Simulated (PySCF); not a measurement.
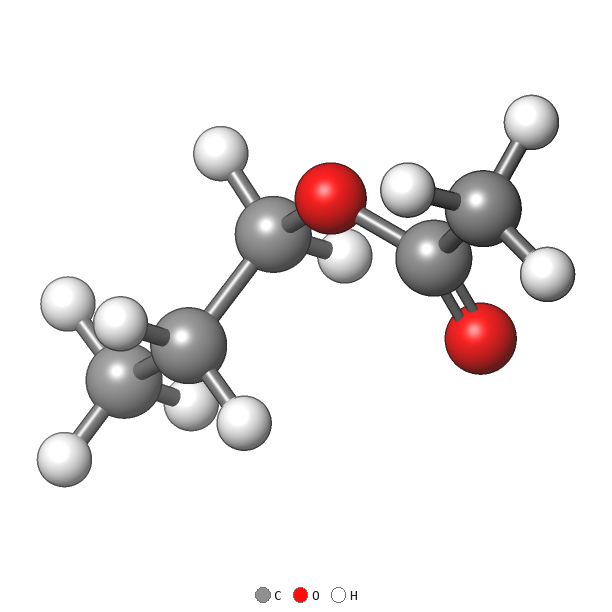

Ball-and-stick drawing of a structure.

The geometry was computed by an optimisation with GFN2-xTB. No frequency run is at hand to confirm it as a minimum.

Count the atoms of each element.

C5H10O2, 17 atoms: 5 carbon, 10 hydrogen and 2 oxygen.

Describe its rings.

It has no ring.

How many bonds of each kind are drawn?

10 C–H, 3 C–C, 3 C–O.

Name some functional groups or characteristic bonds that it holds.

Among them: ester.

The parts below concern this one geometry. Atoms keep their numbers from picture to picture.

Symmetry

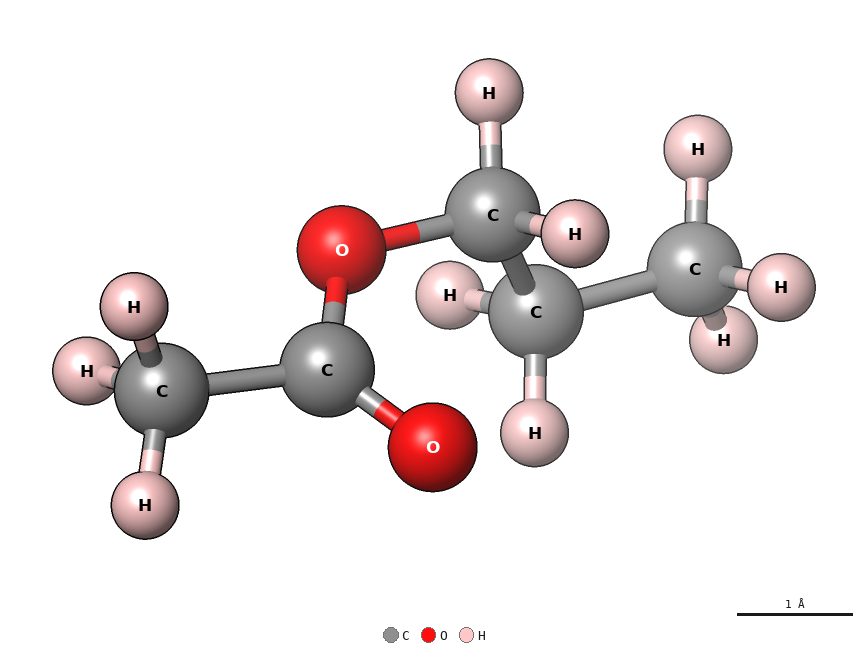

Atoms fade into the background with distance from the viewer. No frequency run is at hand to confirm it as a minimum. Masses are those of the most abundant isotopes; constants are for the rigid equilibrium geometry.

Classify the rotor and give the rotational constants (GHz).

An asymmetric top (C1): A = 6.88, B = 1.30, C = 1.21 GHz. Ray's parameter κ is −0.97, close to the prolate limit.

Quadrupole coupling

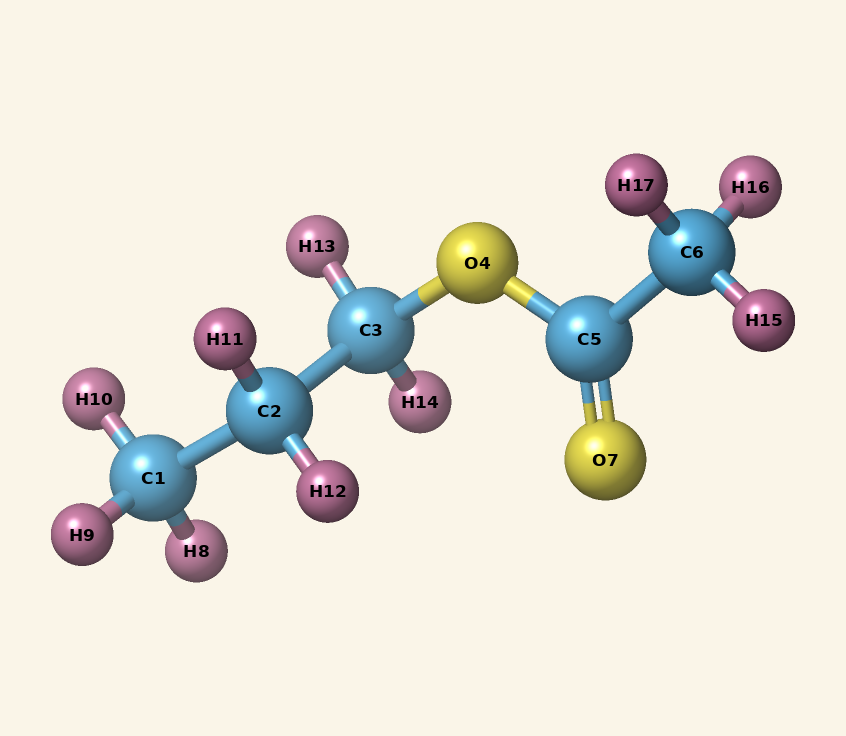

No frequency run is at hand to confirm it as a minimum. Electric field gradients from the ground-state density, PBE0/pcSseg-1 (PySCF 2.14.0), non-relativistic apart from any core potentials.

Give the largest field-gradient component, the quadrupole coupling constant and the asymmetry for 17O at O4 (Q = −25.6 mb), 17O at O7 (Q = −25.6 mb).

```csv
atom,V_zz (a.u.),e²qQ/h (MHz),η
O4,1.688,−10.15,0.35
O7,−1.619,9.74,0.18
```

Charges

The questions are on Hirshfeld charges. No frequency run is at hand to confirm it as a minimum. Level of theory: PBE0/pcSseg-1, gas phase (PySCF 2.14.0).

List the Hirshfeld charges.

```tsv
atom	value (e)
C1	−0.11
C2	−0.07
C3	0.01
O4	−0.10
C5	0.22
C6	−0.12
O7	−0.26
H8	0.04
H9	0.05
H10	0.04
H11	0.04
H12	0.04
H13	0.05
H14	0.04
H15	0.06
H16	0.06
H17	0.05
```

Dipole moment

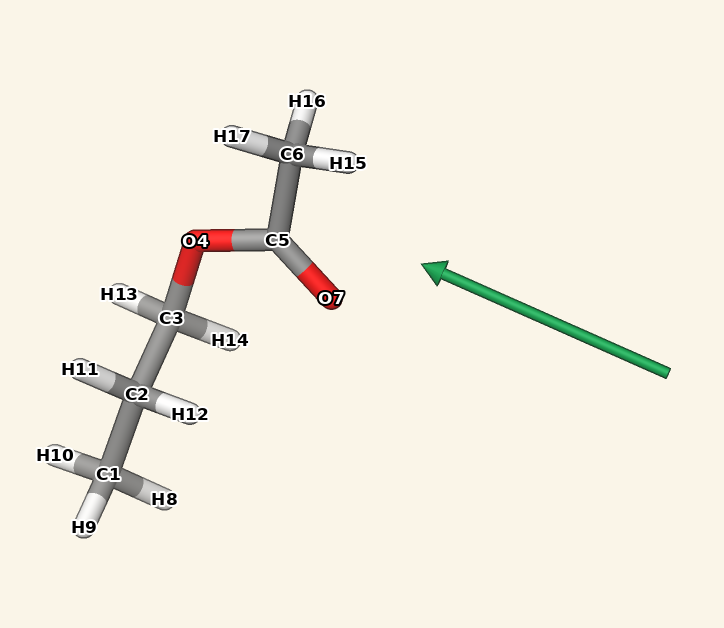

The arrow beside the molecule shows the direction of the dipole moment, from the negative to the positive end (its length means nothing). No frequency run is at hand to confirm it as a minimum. Properties computed with PBE0/pcSseg-1, gas phase (PySCF 2.14.0).

Estimate the dipole moment.

1.83 D; it points from the side of O7 to the side of H10, H11, H13 (the outermost atoms at the two ends).
